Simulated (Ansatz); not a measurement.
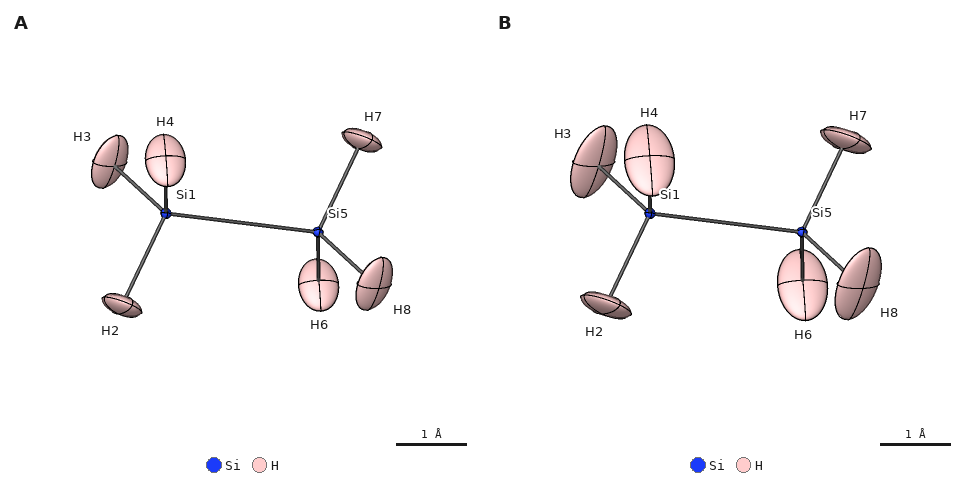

Displacement ellipsoids at the 50 % level, from the internal vibrations of the free molecule (harmonic, no overall translation or rotation; no half-axis is drawn under 0.075 Å). Vibrations computed with RKS PBE0-D4/def2-TZVP (Ansatz 0.2.0). One panel is for 298 K, the other for 600 K.

Which panel is for 600 K?

B.

How much does the mean-square displacement of H2 grow, and why?

U_eq goes from 0.0405 to 0.0695 Å², a factor of 1.7. Modes below kT (417 cm⁻¹ at 600 K) grow about in proportion to T, and the lowest lies at 135 cm⁻¹; the mean-square amplitude of a mode is its zero-point value times coth(ħω/2kT), which comes close to 1 only above about 3kT.
